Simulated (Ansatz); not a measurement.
# One shape, several levels: C2H4Al− (SMILES C#[C][AlH3-])

We compute a comparison of 5 runs (HF/3-21G, B3LYP/6-31G*, PBE0/def2-SVP, MP2/def2-SVPD, MP2/def2-TZVP) of C2H4Al−. 

The calculation is run with Ansatz 0.2.0.

**1. Starting point**

The species is C2H4Al− (7 atoms), meant as a singlet with charge -1. As SMILES, `C#[C][AlH3-]`. Geometry: a GFN2-xTB relaxation, a rough one for these elements and not checked as a minimum.

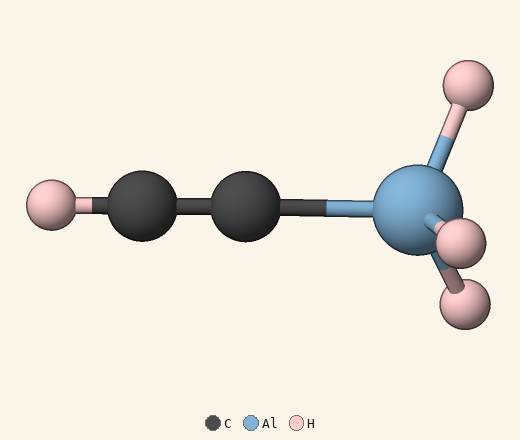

The structure, seen from a chosen angle (carbon dark grey, aluminium light blue, hydrogen pink).

**2. Energy and gradient at HF/3-21G (run 1)**

Input file job.yaml:

```yaml
basis:
  gaussian: {orbitals: 3-21G.json}
crystal:
  periodic: [false, false, false]
  atoms:
    - {symbol: C, position_ang: [-0.916000, -1.890510, 0.036740]}
    - {symbol: C, position_ang: [-0.396540, -0.796130, 0.007040]}
    - {symbol: Al, position_ang: [0.491510, 1.012710, -0.020910]}
    - {symbol: H, position_ang: [-1.380740, -2.845310, 0.060780]}
    - {symbol: H, position_ang: [0.284440, 1.706620, -1.474090]}
    - {symbol: H, position_ang: [-0.163180, 1.963600, 1.120790]}
    - {symbol: H, position_ang: [2.080500, 0.849040, 0.269660]}
accuracy: high
hamiltonian: {xc: hf}
output: {forces: true, orbitals: {seedname: orbitals}}
total_charge: -1
```

The basis set 3-21G is read from a file made from the Basis Set Exchange's data (not shown).

The run is started by

```sh
$ ansatz run job.yaml --threads 1 --pin off --max-ram 2610MiB --events-out events.jsonl --progress --plain --runs-dir runs
```

Log:

```text
Warning: RAYON_NUM_THREADS=1 ignored (pool sized by the plan → 1); use --threads N
Functional definition: HF
  name "HF"
  exchange = exact_x
  correlation = 0
863 factors; integrals over basis functions are off by at most 6.4e-9 eV
mean field evaluation 1: about -8656.8684 eV, gradient 1.6e1 eV
mean field evaluation 2: about -8656.8789 eV, gradient 1.6e1 eV
mean field evaluation 4: about -8657.9424 eV, gradient 3.5e0 eV
mean field evaluation 8: about -8657.9770 eV, gradient 5.3e-5 eV
mean field -8657.97702741 eV, -318.1747871699 hartree, gradient 8.1e-9 eV, S^2 0.000000; 0 other end points of the search recorded, 0 dependent functions left out
the calculation of the forces begins
reference -8657.97702741 eV, -318.1747871699 hartree; 15, 15 occupied and 24, 24 virtual orbitals, 863 factors
Total energy: -8657.97702741 eV, -318.1747871699 hartree
Atom 0 at    -0.916000    -1.890510     0.036740 Å, force     0.032422     0.202316    -0.025813 eV/Å
Atom 1 at    -0.396540    -0.796130     0.007040 Å, force    -0.347744    -0.838218     0.047401 eV/Å
Atom 2 at     0.491510     1.012710    -0.020910 Å, force     0.027398     0.090026    -0.010417 eV/Å
Atom 3 at    -1.380740    -2.845310     0.060780 Å, force     0.218565     0.407894    -0.008234 eV/Å
Atom 4 at     0.284440     1.706620    -1.474090 Å, force    -0.091462     0.098102    -0.372172 eV/Å
Atom 5 at    -0.163180     1.963600     1.120790 Å, force    -0.206775     0.163833     0.294061 eV/Å
Atom 6 at     2.080500     0.849040     0.269660 Å, force     0.367596    -0.123952     0.075175 eV/Å
Dipole moment:    -0.398055    -0.817382     0.016032 e Å
```

It took 0.52 s on 1 thread of Arm Neoverse V2, shared host.

**3. Energy and forces at B3LYP/6-31G(d) (Cartesian functions) (run 2)**

Input file in.yaml:

```yaml
crystal:
  periodic: [false, false, false]
  atoms:
    - {symbol: C, position_ang: [-0.916000, -1.890510, 0.036740]}
    - {symbol: C, position_ang: [-0.396540, -0.796130, 0.007040]}
    - {symbol: Al, position_ang: [0.491510, 1.012710, -0.020910]}
    - {symbol: H, position_ang: [-1.380740, -2.845310, 0.060780]}
    - {symbol: H, position_ang: [0.284440, 1.706620, -1.474090]}
    - {symbol: H, position_ang: [-0.163180, 1.963600, 1.120790]}
    - {symbol: H, position_ang: [2.080500, 0.849040, 0.269660]}
basis:
  gaussian:
    orbitals: "6-31G*"
total_charge: -1
hamiltonian:
  xc: {name: B3LYP}
accuracy: high
output: {forces: true, orbitals: {seedname: orbitals}}
```

The run is started by

```sh
$ ansatz run in.yaml --threads 1 --pin off --max-ram 2610MiB --events-out events.jsonl --progress --plain --runs-dir runs
```

Log, cut to the lines that bear on the results:

```text
Warning: RAYON_NUM_THREADS=1 ignored (pool sized by the plan → 1); use --threads N
Functional definition: B3LYP
  name "B3LYP"
[...]
1195 factors; integrals over basis functions are off by at most 3.7e-9 eV
[...]
mean field -8735.48988382 eV, -321.0233321027 hartree, gradient 9.7e-8 eV, S^2 0.000000; 0 other end points of the search recorded, 0 dependent functions left out
[...]
reference -8735.48992451 eV, -321.0233335980 hartree; 15, 15 occupied and 42, 42 virtual orbitals, 1195 factors
Total energy: -8735.48992451 eV, -321.0233335980 hartree
Atom 0 at    -0.916000    -1.890510     0.036740 Å, force    -0.449475    -0.900896     0.017521 eV/Å
Atom 1 at    -0.396540    -0.796130     0.007040 Å, force     0.617898     1.241346    -0.016893 eV/Å
Atom 2 at     0.491510     1.012710    -0.020910 Å, force    -0.058108    -0.101803    -0.002412 eV/Å
Atom 3 at    -1.380740    -2.845310     0.060780 Å, force    -0.090901    -0.199592     0.003178 eV/Å
Atom 4 at     0.284440     1.706620    -1.474090 Å, force    -0.065212     0.013359    -0.190737 eV/Å
Atom 5 at    -0.163180     1.963600     1.120790 Å, force    -0.124197     0.047470     0.150848 eV/Å
Atom 6 at     2.080500     0.849040     0.269660 Å, force     0.169995    -0.099884     0.038495 eV/Å
Dipole moment:    -0.382563    -0.784622     0.014951 e Å
```

Run time: 4.2 s. Hardware: 1 thread of Arm Neoverse V2, shared host.

Runs 3 to 4 aren't shown in full; the table further down has their settings and results.

**4. Energy and gradient at MP2/def2-TZVP (run 5)**

Input file run.yaml:

```yaml
crystal:
  periodic: [false, false, false]
  atoms:
    - {symbol: C, position_ang: [-0.916000, -1.890510, 0.036740]}
    - {symbol: C, position_ang: [-0.396540, -0.796130, 0.007040]}
    - {symbol: Al, position_ang: [0.491510, 1.012710, -0.020910]}
    - {symbol: H, position_ang: [-1.380740, -2.845310, 0.060780]}
    - {symbol: H, position_ang: [0.284440, 1.706620, -1.474090]}
    - {symbol: H, position_ang: [-0.163180, 1.963600, 1.120790]}
    - {symbol: H, position_ang: [2.080500, 0.849040, 0.269660]}
basis:
  gaussian: {orbitals: def2-TZVP}
total_charge: -1
correlation: {method: mp2, frozen_orbitals: {Al: 5, C: 1, H: 0}}
accuracy: high
output: {forces: true, orbitals: {seedname: orbitals}}
```

The run is started by

```sh
$ ansatz run run.yaml --threads 1 --pin off --max-ram 2610MiB --events-out events.jsonl --progress --plain --runs-dir runs
```

Log, cut to the lines that bear on the results:

```text
Warning: RAYON_NUM_THREADS=1 ignored (pool sized by the plan → 1); use --threads N
[... 2 set-up lines as earlier in the session ...]
[...]
2084 factors; integrals over basis functions are off by at most 3.7e-9 eV
[...]
mean field -8707.21795929 eV, -319.9843580395 hartree, gradient 3.2e-8 eV, S^2 0.000000; 0 other end points of the search recorded, 0 dependent functions left out
7 core orbitals not correlated: weight in the atoms' cores, before any rotation towards them, 1.000 or more for the frozen orbitals, at most 0.000 for the correlated occupied ones
reference -8707.21795929 eV, -319.9843580395 hartree; 8, 8 occupied and 108, 108 virtual orbitals, 2084 factors
second order -10.88584067 eV of doubles, -0.00000000 eV of singles
[...]
Total energy: -8718.10379996 eV, -320.3844053056 hartree
Atom 0 at    -0.916000    -1.890510     0.036740 Å, force    -0.809777    -1.642843     0.035155 eV/Å
Atom 1 at    -0.396540    -0.796130     0.007040 Å, force     0.892969     1.816862    -0.033392 eV/Å
Atom 2 at     0.491510     1.012710    -0.020910 Å, force     0.069317     0.158889    -0.006160 eV/Å
Atom 3 at    -1.380740    -2.845310     0.060780 Å, force    -0.047622    -0.118992     0.003014 eV/Å
Atom 4 at     0.284440     1.706620    -1.474090 Å, force    -0.065833    -0.057015    -0.100632 eV/Å
Atom 5 at    -0.163180     1.963600     1.120790 Å, force    -0.097360    -0.039007     0.080954 eV/Å
Atom 6 at     2.080500     0.849040     0.269660 Å, force     0.058306    -0.117895     0.021063 eV/Å
Dipole moment:    -0.392716    -0.806372     0.015760 e Å
```

It took 13 s on 1 thread of Arm Neoverse V2, shared host; peak memory 0.49 GiB.

**5. The series**

| run | level | Cartesian functions | frozen core orbitals | energy (Eh) | HOMO energy (eV) | LUMO energy (eV) | HOMO–LUMO gap (eV) | wall time |
| --- | --- | --- | --- | --- | --- | --- | --- | --- |
| 1 | HF/3-21G | no | – | -318.174787 | -5.11 | 9.15 | 14.26 | 0.52 s |
| 2 | B3LYP/6-31G* (Cartesian functions) | yes | – | -321.023334 | -1.95 | 5.79 | 7.73 | 4.2 s |
| 3 | PBE0/def2-SVP | no | – | -320.661217 | -2.30 | 5.61 | 7.91 | 4.5 s |
| 4 | MP2/def2-SVPD | no | 7 | -320.170893 | -5.42 | 5.29 | 10.71 | 7.5 s |
| 5 | MP2/def2-TZVP | no | 7 | -320.384405 | -5.41 | 7.55 | 12.96 | 13 s |

**6. What came out**

| quantity | value |
| --- | --- |
| run 5: total energy | -320.38441 Eh |
| run 5: HOMO energy (Hartree–Fock orbitals) | -5.41 eV |
| run 5: LUMO energy (Hartree–Fock orbitals) | 7.55 eV |
| run 5: HOMO–LUMO gap (to an unbound level, set by the basis) | 12.96 eV |
| run 5: correlation energy (7 core orbitals frozen) | -400.0 mEh |
| run 5: largest force on an atom | 2.025 eV/Å |

What this shows: Over runs 1, 2, 3 the HOMO–LUMO gap runs from 7.73 eV (B3LYP/6-31G*) to 14.26 eV (HF/3-21G). The two ends differ in method and basis. The empty levels of an anion lie above zero and hang on the basis. Totals of different functionals can't be ranked against each other. All runs together took 29 s, the longest 13 s.
